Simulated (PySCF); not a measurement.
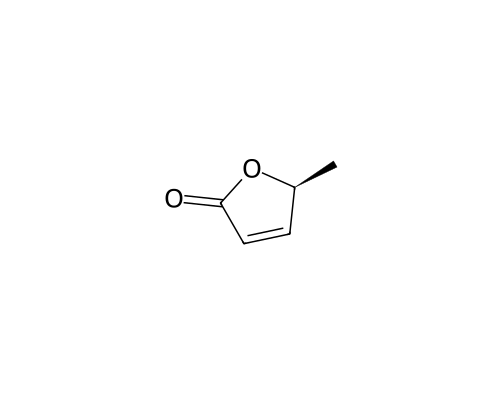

2D structure.

Transcribe the drawing into SMILES.

C[C@H]1C=CC(=O)O1

Give the formula, hydrogens included.

C5H6O2.

An optimisation with GFN2-xTB gave a structure of which point group?

C1.

The parts below concern this one geometry. Atoms keep their numbers from picture to picture. Computed geometry: GFN2-xTB optimisation. No frequency run is at hand to confirm it as a minimum.

Geometry

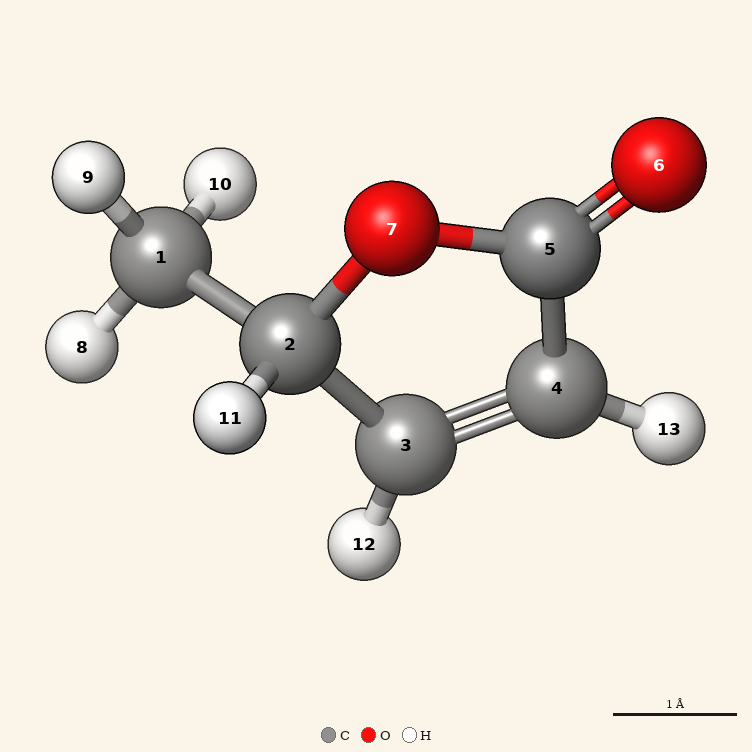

No frequency run is at hand to confirm it as a minimum.

Estimate the angles C1–C2–C3, C1–C2–O7, C1–C2–H11, C2–C1–H10, C2–C3–C4, C2–C3–H12, C3–C2–H11, C3–C4–C5, C3–C4–H13, C4–C5–O7, C5–C4–H13, O6–C5–O7.

```csv
angle,degrees
C1–C2–C3,112.9
C1–C2–O7,110.6
C1–C2–H11,109.5
C2–C1–H10,109.9
C2–C3–C4,109.3
C2–C3–H12,121.7
C3–C2–H11,111.5
C3–C4–C5,108.0
C3–C4–H13,129.6
C4–C5–O7,107.6
C5–C4–H13,122.4
O6–C5–O7,123.3
```

Electronic properties

No frequency run is at hand to confirm it as a minimum. Method: PBE0/pcSseg-1, gas phase (PySCF 2.14.0).

Give the LUMO energy (Kohn–Sham orbital) at this level.

−1.36 eV.

Estimate the HOMO energy (Kohn–Sham orbital).

−7.95 eV.

What is the dipole moment?

5.14 D.

Charges

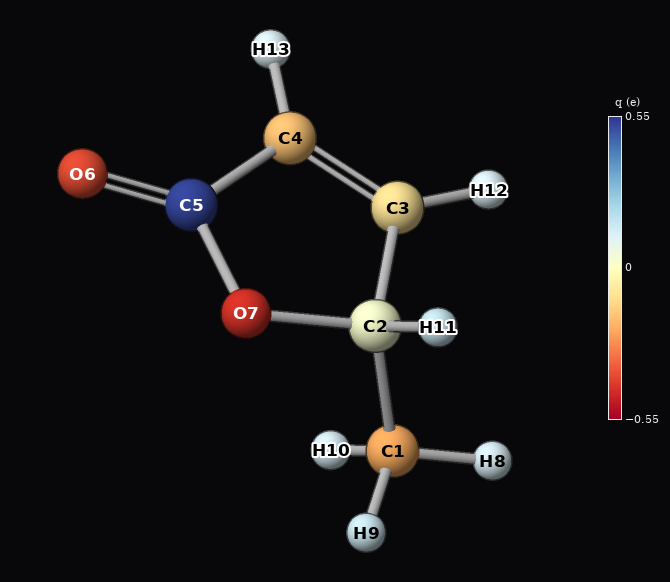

Atoms are coloured by their Mulliken charges. No frequency run is at hand to confirm it as a minimum. Method: PBE0/pcSseg-1, gas phase (PySCF 2.14.0).

Which atom carries the highest charge (most positive or least negative)?

C5 (0.52 e).

And the lowest?

O7 (−0.43 e).

List the Mulliken charges.

```tsv
atom	value (e)
C1	−0.21
C2	0.03
C3	−0.09
C4	−0.17
C5	0.52
O6	−0.38
O7	−0.43
H8	0.12
H9	0.14
H10	0.12
H11	0.15
H12	0.11
H13	0.11
```

Quadrupole coupling

No frequency run is at hand to confirm it as a minimum. Electric field gradients from the ground-state density, PBE0/pcSseg-1 (PySCF 2.14.0), non-relativistic apart from any core potentials.

Give the largest field-gradient component, the quadrupole coupling constant and the asymmetry for 17O at O6 (Q = −25.6 mb), 17O at O7 (Q = −25.6 mb), 2H at H8 (Q = 2.86 mb), 2H at H9 (Q = 2.86 mb), 2H at H10 (Q = 2.86 mb), 2H at H11 (Q = 2.86 mb).

```csv
atom,V_zz (a.u.),e²qQ/h (MHz),η
O6,−1.603,9.64,0.16
O7,1.655,−9.95,0.54
H8,0.316,0.212,0.03
H9,0.315,0.212,0.03
H10,0.312,0.209,0.03
H11,0.283,0.190,0.05
```

NMR shielding

The questions are on isotropic NMR shieldings of the O atoms. No frequency run is at hand to confirm it as a minimum. Method: GIAO PBE0/pcSseg-1 NMR shielding, non-relativistic, gas phase (PySCF 2.14.0).

Give the isotropic NMR shieldings of the O atoms atom by atom.

| atom | σ (ppm) |
| --- | --- |
| O6 | −87.8 |
| O7 | 97.3 |

Mulliken values depend strongly on the basis set and can even reverse the polarity of a bond.
